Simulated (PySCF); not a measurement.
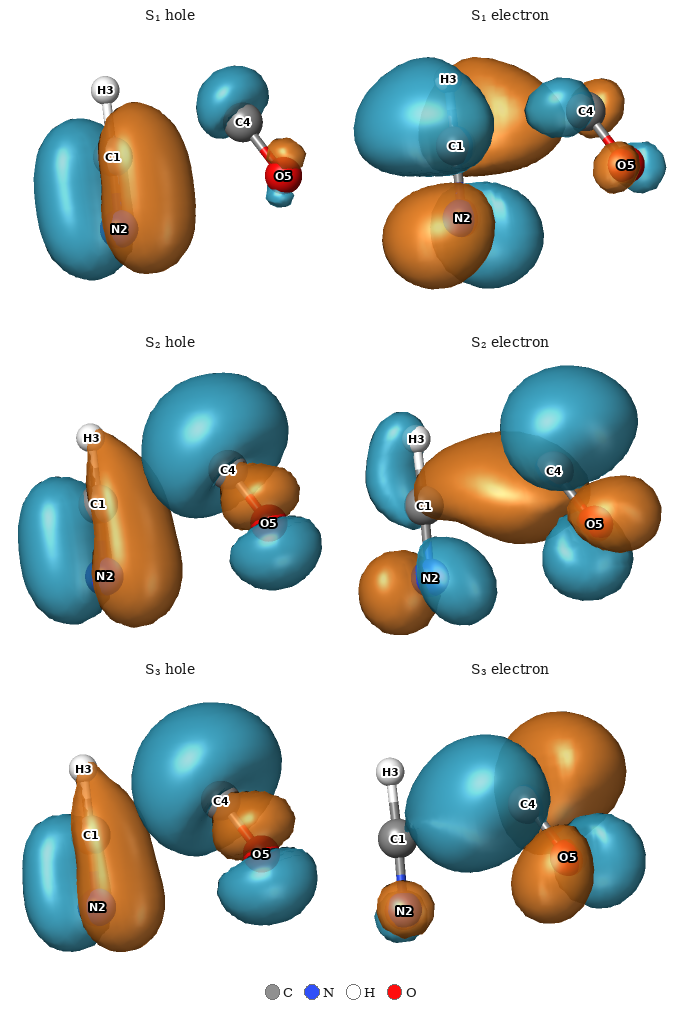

C₂HNO, SMILES `C#N.[C-]#[O+]`. Leading natural transition orbitals (TDA singlet states).

Method: M06-2X/def2-SVP; geometry: an unrelaxed start of a pair search; program: PySCF. Without diffuse functions Rydberg states are missing, so the states' numbers hold for this basis only.

Describe these excited states.

Answer. By state:
- S₁: 7.35 eV (169 nm), f = 0.002; the leading pair carries 62 %; hole on N2 (50 %), C1 (40 %) and C4 (6 %), electron on N2 (42 %), C1 (41 %) and C4 (7 %) (shares are of the whole state, not of the leading pair alone); their centroids lie 0.2 Å apart.
- S₂: 8.12 eV (153 nm), f = 0.155 (bright); the leading pair carries 82 %; hole on C4 (39 %), N2 (27 %) and C1 (20 %), electron on C4 (44 %), O5 (20 %) and N2 (17 %) (shares are of the whole state, not of the leading pair alone); their centroids lie 0.5 Å apart; S₃ lies within 0.1 eV of it.
- S₃: 8.14 eV (152 nm), f = 0.050; the leading pair carries 77 %; hole on C4 (42 %), N2 (24 %) and C1 (18 %), electron on C4 (52 %), O5 (24 %) and N2 (11 %) (shares are of the whole state, not of the leading pair alone); their centroids lie 0.6 Å apart; S₂ lies within 0.1 eV of it.
